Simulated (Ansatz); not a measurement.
Ti3Al under a change: Al → Si

Start from Ti3Al (space group P6_3/mmc, No. 194; a = 5.747 Å, c = 4.632 Å).

Modification: Si takes the place of Al on all its sites; the structure is relaxed again.

Method: plane-wave PAW DFT at the r2SCAN level (Ansatz, a first-principles code, 500 eV), spin-orbit coupling left out, earlier PAW set. Settings: 10×10×10 k-points, 0.05 eV Fermi–Dirac smearing.

| quantity | base | changed | shift |
|---|---|---|---|
| volume per atom | 16.56 Å³ | 15.45 Å³ | -1.11 Å³ |
| density | 4.28 g/cm³ | 4.61 g/cm³ | +0.336 g/cm³ |
| lattice parameter a | 5.747 Å | 5.631 Å | -0.1169 Å |
| c/a ratio | 0.806 | 0.800 | -0.006 |
| space group | P6_3/mmc (No. 194) | P6_3/mmc (No. 194) | – |
| band gap | zero | zero | – |

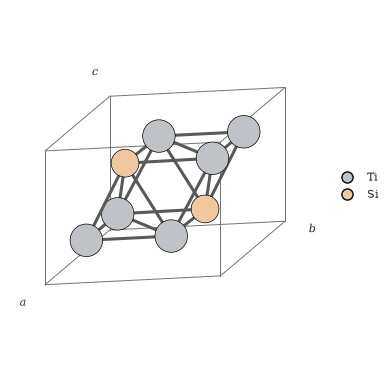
Figure: The relaxed conventional cell after the change

Stability against distortions was not tested. For Ti3Si in this form, whether it has been made was not checked. All final runs are without spin polarisation.
